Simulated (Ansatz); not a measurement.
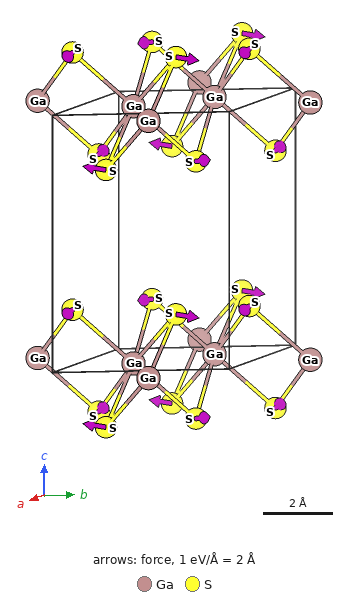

Starting geometry of a crystal of GaS₃ (a generated structure, set up in P-31m) (coarse preliminary run) with the computed forces as purple arrows. The picture is a ball-and-stick view of the cell of the calculation, seen slightly off an axis.

All numbers below come from Ansatz, DFT PBE, scalar-relativistic, plane waves, PAW. (plane-wave cutoff 420 eV; k-point mesh 6 × 6 × 2; occupations gaussian; smearing width 0.1 eV; no spin polarisation; cell and atoms relaxed; force threshold 0.04 eV/Å; at most 70 steps)

> Is this structure relaxed? If not, where do the atoms go?

It isn't relaxed: the largest force vector, on S atoms, is 0.36 eV/Å. The atoms end up moving mostly along the starting forces (cosine between the two patterns 0.97). After 2 accepted moves (4 points after the start) the energy has fallen by 98.2 meV per cell of the calculation. The largest force component goes from 0.35 to 0.024 eV/Å. Pressure: −0.17 GPa at the start and −0.27 GPa at the end. The line search rejected the trial step at point 2 of the run. The SCF was repeated once at an unchanged geometry on a basis and grid sized afresh for the cell, which shifted the energy by 0.3 meV per cell of the calculation at most. The largest moves relative to the cell, 0.085 Å, are those of S atoms. Ga stays in place. The volume changes by +1.5 %, with a = b 5.211 → 5.241 Å (+0.6 %), c 7.579 → 7.609 Å (+0.4 %). Some distances before and after: Ga–S 2.453 → 2.475 Å. Among the angles between lasting bonds that change: S–Ga–S 95.8° → 91.9°, S–Ga–S 173.5° → 170.4°, S–Ga–S 80.1° → 82.2°. The space group stays P-31m (No. 162). The run took 18 s on 1 thread of Intel(R) Xeon(R) 6975P-C (Granite Rapids) (shared host), peak memory 0.47 GiB.

Limits of the set-up: the k-point mesh is coarse for a cell with partly filled bands.
